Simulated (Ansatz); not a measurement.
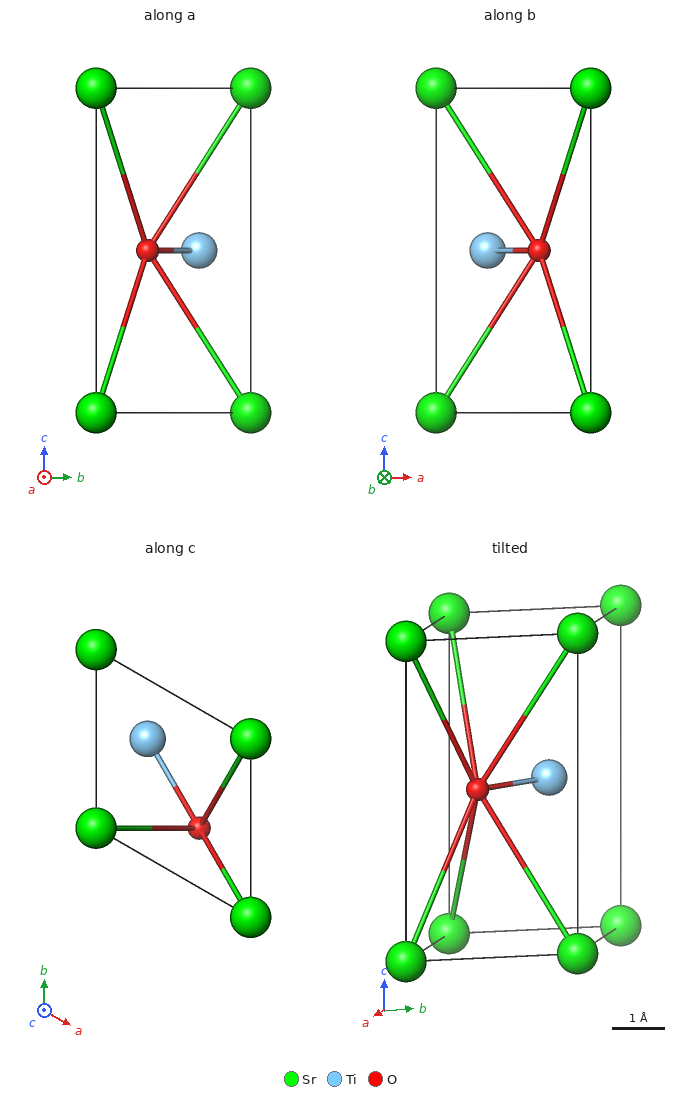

Crystal structure, ball-and-stick style, seen along the a axis, along the b axis, along the c axis and slightly off an axis. The conventional unit cell is drawn as a box.

Lattice parameters: a = 3.4541 Å, b = 3.4541 Å, c = 6.2805 Å, α = 90.000°, β = 90.000°, γ = 120.000°.

Give the structure in the form of a CIF with its space group and independent sites.

Answer.
```cif
data_structure
_symmetry_space_group_name_H-M 'P -6 m 2'
_symmetry_Int_Tables_number 187
_cell_length_a 3.4541
_cell_length_b 3.4541
_cell_length_c 6.2805
_cell_angle_alpha 90.000
_cell_angle_beta 90.000
_cell_angle_gamma 120.000
_cell_volume 64.89
loop_
_atom_site_label
_atom_site_type_symbol
_atom_site_symmetry_multiplicity
_atom_site_Wyckoff_symbol
_atom_site_fract_x
_atom_site_fract_y
_atom_site_fract_z
_atom_site_occupancy
Sr1 Sr 1 a 0.0000 0.0000 0.0000 1
Ti1 Ti 1 d 0.3333 0.6667 0.5000 1
O1 O 1 f 0.6667 0.3333 0.5000 1
```

It goes back to a structure type filled with these elements by a generator (whether the compound takes this form wasn't checked). Earlier steps of the study may have refined or changed the cell and positions. It was the input of a calculation with Ansatz.
